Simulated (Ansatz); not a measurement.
Start from Ga₂O₃ in the corundum structure (space group R-3c, No. 167; a = 5.0003 Å, c = 13.4488 Å (hexagonal axes)). Axes: x lies along a and z along c of the hexagonal cell.

The change: tensile biaxial strain of 1.50 % in the plane normal to [001], as in epitaxy on a mismatched substrate; the out-of-plane cell vector and the atoms relax.

Computed with PBEsol in Ansatz (plane waves to 420 eV, PAW, scalar-relativistic without spin-orbit coupling).

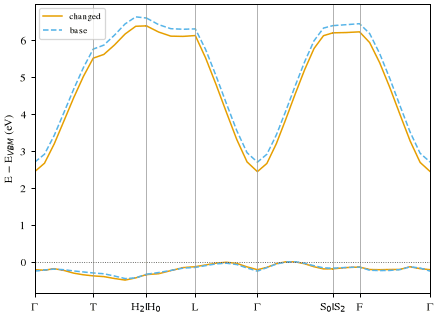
*Highest valence and lowest conduction band along the path, each from its own valence-band maximum*

The gap is 2.44 eV, indirect, Γ–S₀ (38 % along) → Γ; the base has 2.70 eV.

Whether these cells are dynamically stable was not tested.

Ansatz is a first-principles code.
